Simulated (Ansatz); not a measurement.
## SiNH$_{5}$O: nudged elastic band

The run: nudged elastic band of SiNH$_{5}$O. Method and program: RKS B3LYP-D4/def2-TZVP (Ansatz 0.2.0).

One setting was made poor on purpose. It belongs to a series of runs on one base structure; here: band between the two ends. Figures and captions count atoms from 1; the log counts them from 0 in places.

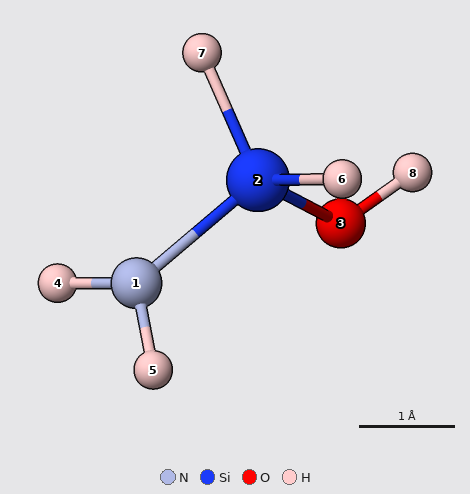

The structure as given in the input (ball-and-stick view, seen at a tilt; atoms are numbered from 1 in the order of the input).

Summary

```tsv
quantity	value
outcome	converged
barrier, forward	0.000 eV
barrier, backward	0.027 eV
hardware	2 threads of Arm Neoverse V1, 24 GiB of memory available, shared host
wall time	53 s (CPU time 1.7 min)
peak memory	0.21 GiB
```

Remarks

A deliberately poor setting: few images. The order of the saddle point was not checked.

Input file
```yaml
crystal:
  periodic: [false, false, false]
  atoms:
    - { symbol: "N", position_ang: [-0.862563, 0.692192, -0.762347] }
    - { symbol: Si, position_ang: [0.453213, 0.091165, 0.141009] }
    - { symbol: O, position_ang: [0.128924, -1.409419, 0.76348] }
    - { symbol: H, position_ang: [-1.068667, 0.332959, -1.680926] }
    - { symbol: H, position_ang: [-1.695871, 1.028172, -0.306208] }
    - { symbol: H, position_ang: [0.71438, 1.037871, 1.251235] }
    - { symbol: H, position_ang: [1.623691, 0.007761, -0.764435] }
    - { symbol: H, position_ang: [0.799093, -1.837902, 1.302392] }
basis:
  gaussian: { orbitals: def2-TZVP }
hamiltonian:
  xc: b3lyp
  dispersion: d4
neb:
  order_check: false
  images: 3
  f_tol: 0.05
  max_iterations: 60
  climbing: false
  final_atoms:
    - { symbol: "N", position_ang: [-0.87241945, 0.53759543, -0.68152632] }
    - { symbol: Si, position_ang: [0.58517955, 0.11235167, 0.10325793] }
    - { symbol: O, position_ang: [0.69087644, -1.44661188, 0.64541768] }
    - { symbol: H, position_ang: [-1.16332511, 0.1638119, -1.56936946] }
    - { symbol: H, position_ang: [-1.60198269, 1.05990792, -0.22729376] }
    - { symbol: H, position_ang: [0.69949213, 1.06640889, 1.23157284] }
    - { symbol: H, position_ang: [1.7201411, 0.20229298, -0.83389026] }
    - { symbol: H, position_ang: [0.03423803, -1.75295791, 1.27603135] }
  initial_path:
    images:
      - { positions_ang: [[-0.862563, 0.692192, -0.762347], [0.453213, 0.091165, 0.141009], [0.128924, -1.409419, 0.76348], [-1.068667, 0.332959, -1.680926], [-1.695871, 1.028172, -0.306208], [0.71438, 1.037871, 1.251235], [1.623691, 0.007761, -0.764435], [0.799093, -1.837902, 1.302392]] }
      - { positions_ang: [[-0.82067496, 0.70234125, -0.73105184], [0.51053695, 0.13654537, 0.08864757], [0.13238625, -1.3869828, 0.58799039], [-1.01996715, 0.24007149, -1.58237029], [-1.64564308, 0.82695534, -0.18629646], [0.77110472, 1.00539185, 1.2579844], [1.66463777, 0.09962429, -0.84742798], [0.49981951, -1.68114779, 1.35672422]] }
      - { positions_ang: [[-0.77878692, 0.7124905, -0.69975668], [0.56786091, 0.18192574, 0.03628614], [0.1358485, -1.3645466, 0.41250077], [-0.97126731, 0.14718399, -1.48381458], [-1.59541516, 0.62573868, -0.06638493], [0.82782943, 0.9729127, 1.2647338], [1.70558453, 0.19148758, -0.93042095], [0.20054601, -1.52439358, 1.41105643]] }
      - { positions_ang: [[-0.82560318, 0.62504296, -0.6906415], [0.57652023, 0.1471387, 0.06977204], [0.41336247, -1.40557924, 0.52895923], [-1.06729621, 0.15549794, -1.52659202], [-1.59869893, 0.8428233, -0.14683935], [0.76366078, 1.01966079, 1.24815332], [1.71286282, 0.19689028, -0.88215561], [0.11739202, -1.63867575, 1.34354389]] }
      - { positions_ang: [[-0.87241945, 0.53759543, -0.68152632], [0.58517955, 0.11235167, 0.10325793], [0.69087644, -1.44661188, 0.64541768], [-1.16332511, 0.1638119, -1.56936946], [-1.60198269, 1.05990792, -0.22729376], [0.69949213, 1.06640889, 1.23157284], [1.7201411, 0.20229298, -0.83389026], [0.03423803, -1.75295791, 1.27603135]] }
```

Launched with:
```bash
ansatz run input.yaml --threads 2 --pin off --max-ram 3072MiB --backend cpu --events-out ev --progress --plain --runs-dir out
```

Log
```
Engine: ansatz 0.2.0, aarch64-unknown-linux-gnu
Functional definition: B3LYP
  parameter a0 = 0.2
  parameter ax = 0.72
  parameter ac = 0.81
  exchange = (1 - a0 - ax)*slater_x + ax*b88_x + a0*exact_x
  correlation = (1 - ac)*vwn_rpa_c + ac*lyp_c
787 factors; their error is unknown
mean field evaluation 1: about -11489.5379 eV, gradient 8.2e1 eV
mean field evaluation 2: about -11467.0966 eV, gradient 1.3e2 eV
mean field evaluation 4: about -11500.6681 eV, gradient 6.7e0 eV
mean field evaluation 8: about -11500.7478 eV, gradient 4.3e-2 eV
mean field evaluation 16: about -11500.7764 eV, gradient 4.8e-5 eV
mean field -11500.77641197 eV, -422.6457376338 hartree, gradient 4.8e-5 eV, S^2 0.000000; 0 other end points of the search recorded, 0 dependent functions left out
the calculation of the forces begins
reference -11500.77664156 eV, -422.6457460710 hartree; 17, 17 occupied and 112, 112 virtual orbitals, 787 factors
787 factors; their error is unknown
mean field evaluation 32: about -11500.8034 eV, gradient 4.0e-5 eV
mean field -11500.80343776 eV, -422.6467308131 hartree, gradient 4.0e-5 eV, S^2 0.000000; 0 other end points of the search recorded, 0 dependent functions left out
[... from here on the field's lines of each further geometry are left out, up to the last ...]
NEB iter   1: max|band force component| = 3.619e0 eV/Å  barrier→ = 0.5956 eV  barrier← = 0.6223 eV  Δτ_max = 0.1412 Å  (126 SCF iters)
NEB iter   2: max|band force component| = 1.233e0 eV/Å  barrier→ = 0.1687 eV  barrier← = 0.1954 eV  Δτ_max = 0.1237 Å  (89 SCF iters)
NEB iter   3: max|band force component| = 4.749e-1 eV/Å  barrier→ = 0.0432 eV  barrier← = 0.0699 eV  Δτ_max = 0.0828 Å  (89 SCF iters)
NEB iter   4: max|band force component| = 2.210e-1 eV/Å  barrier→ = 0.0119 eV  barrier← = 0.0385 eV  Δτ_max = 0.0659 Å  (88 SCF iters)
NEB iter   5: max|band force component| = 1.789e-1 eV/Å  barrier→ = 0.0032 eV  barrier← = 0.0298 eV  Δτ_max = 0.0434 Å  (88 SCF iters)
NEB iter   6: max|band force component| = 1.259e-1 eV/Å  barrier→ = 0.0008 eV  barrier← = 0.0275 eV  Δτ_max = 0.0199 Å  (90 SCF iters)
NEB iter   7: max|band force component| = 7.355e-2 eV/Å  barrier→ = 0.0003 eV  barrier← = 0.0269 eV  Δτ_max = 0.0068 Å  (90 SCF iters)
the calculation of the forces begins
reference -11500.79616314 eV, -422.6464634756 hartree; 17, 17 occupied and 112, 112 virtual orbitals, 787 factors
787 factors; their error is unknown
mean field -11500.77647679 eV, -422.6457400159 hartree, gradient 6.1e-5 eV, S^2 0.000000; 1 other end points of the search recorded, 0 dependent functions left out
the calculation of the forces begins
reference -11500.77670616 eV, -422.6457484450 hartree; 17, 17 occupied and 112, 112 virtual orbitals, 787 factors
NEB iter   8: max|band force component| = 2.249e-2 eV/Å  barrier→ = 0.0000 eV  barrier← = 0.0267 eV  Δτ_max = 0.0000 Å  (174 SCF iters)
```

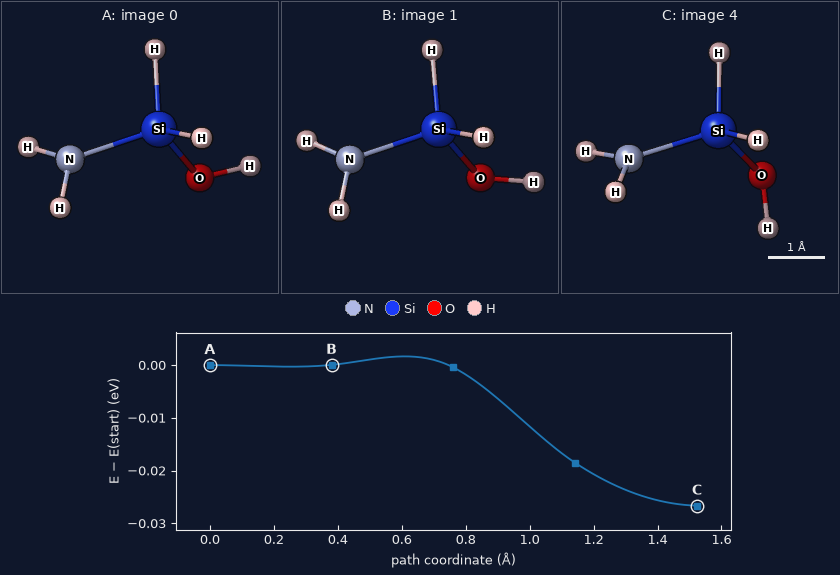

Images of the last band (counted from 0; ball-and-stick, seen at a tilt) above the energy along the path; the line is a cubic interpolation that uses the forces. The highest image is number 1, 0.000 eV above the start and 0.027 eV above the end; the end lies 0.027 eV below the start. The path is 1.52 Å long. The band converged in 8 iterations.

```
Total energy: -11500.96176761 eV, -422.6525493279 hartree
Atom 0 at    -0.871899     0.684227    -0.743012 Å, force    -0.008206     0.011690    -0.007182 eV/Å
Atom 1 at     0.472973     0.070009     0.106036 Å, force     0.009062     0.000232     0.001724 eV/Å
Atom 2 at     0.201813    -1.453355     0.696796 Å, force    -0.011696    -0.005758     0.002550 eV/Å
Atom 3 at    -1.010535     0.471757    -1.717534 Å, force     0.003286    -0.002274    -0.001760 eV/Å
Atom 4 at    -1.744261     0.890215    -0.283117 Å, force    -0.003563    -0.004853     0.003629 eV/Å
Atom 5 at     0.775331     0.954920     1.257705 Å, force     0.002658    -0.000446    -0.002370 eV/Å
Atom 6 at     1.594383     0.049670    -0.860142 Å, force     0.002168     0.002249     0.001749 eV/Å
Atom 7 at     0.674395    -1.724644     1.487467 Å, force     0.006292    -0.000840     0.001660 eV/Å
Dipole moment:    -0.080443     0.008858     0.093154 e Å
this run last wrote the band of iteration 8 to [file]
```

The last band as extended XYZ (Å, eV, eV/Å)
```
8
Properties=species:S:1:pos:R:3:forces:R:3 image=0 energy=-11500.96158
N    -0.8626    0.6922   -0.7623    0.0000  -0.0002  -0.0005
Si    0.4532    0.0912    0.1410   -0.0005   0.0016  -0.0009
O     0.1289   -1.4094    0.7635   -0.0018   0.0010  -0.0011
H    -1.0687    0.3330   -1.6809    0.0000   0.0004   0.0012
H    -1.6959    1.0282   -0.3062    0.0010  -0.0009  -0.0004
H     0.7144    1.0379    1.2512    0.0003  -0.0007  -0.0007
H     1.6237    0.0078   -0.7644   -0.0008   0.0004   0.0008
H     0.7991   -1.8379    1.3024    0.0017  -0.0017   0.0017
8
Properties=species:S:1:pos:R:3:forces:R:3 image=1 energy=-11500.96154
N    -0.8719    0.6842   -0.7430   -0.0082   0.0117  -0.0072
Si    0.4730    0.0700    0.1060    0.0091   0.0002   0.0017
O     0.2018   -1.4534    0.6968   -0.0117  -0.0058   0.0026
H    -1.0105    0.4718   -1.7175    0.0033  -0.0023  -0.0018
H    -1.7443    0.8902   -0.2831   -0.0036  -0.0049   0.0036
H     0.7753    0.9549    1.2577    0.0027  -0.0004  -0.0024
H     1.5944    0.0497   -0.8601    0.0022   0.0022   0.0017
H     0.6744   -1.7246    1.4875    0.0063  -0.0008   0.0017
8
Properties=species:S:1:pos:R:3:forces:R:3 image=2 energy=-11500.96202
N    -0.8684    0.6663   -0.7254   -0.0182   0.0128   0.0034
Si    0.5143    0.0656    0.0789    0.0061   0.0038  -0.0109
O     0.4211   -1.4975    0.6166    0.0211  -0.0267   0.0071
H    -1.0434    0.4458   -1.6927   -0.0015  -0.0042   0.0043
H    -1.7227    0.8855   -0.2381    0.0061  -0.0042  -0.0013
H     0.7644    0.9314    1.2571    0.0060  -0.0060  -0.0040
H     1.6058    0.1061   -0.9140    0.0056   0.0106   0.0009
H     0.4211   -1.6605    1.5618   -0.0252   0.0140   0.0005
8
Properties=species:S:1:pos:R:3:forces:R:3 image=3 energy=-11500.98011
N    -0.8643    0.6186   -0.7076   -0.0004  -0.0028   0.0042
Si    0.5566    0.0876    0.0831    0.0054   0.0008   0.0012
O     0.6038   -1.4785    0.6180    0.0202   0.0054  -0.0008
H    -1.0958    0.3267   -1.6435   -0.0078  -0.0153   0.0052
H    -1.6764    0.9393   -0.2063    0.0044   0.0082   0.0033
H     0.7348    0.9901    1.2454    0.0002   0.0066  -0.0025
H     1.6570    0.1515   -0.8954    0.0044   0.0027   0.0011
H     0.1764   -1.6925    1.4505   -0.0264  -0.0056  -0.0118
8
Properties=species:S:1:pos:R:3:forces:R:3 image=4 energy=-11500.98823
N    -0.8724    0.5376   -0.6815   -0.0104   0.0099   0.0027
Si    0.5852    0.1124    0.1033    0.0029   0.0004  -0.0016
O     0.6909   -1.4466    0.6454    0.0054  -0.0053  -0.0060
H    -1.1633    0.1638   -1.5694    0.0007  -0.0065  -0.0038
H    -1.6020    1.0599   -0.2273    0.0033  -0.0014   0.0015
H     0.6995    1.0664    1.2316   -0.0034   0.0061   0.0067
H     1.7201    0.2023   -0.8339    0.0036  -0.0062  -0.0001
H     0.0342   -1.7530    1.2760   -0.0022   0.0030   0.0007
```
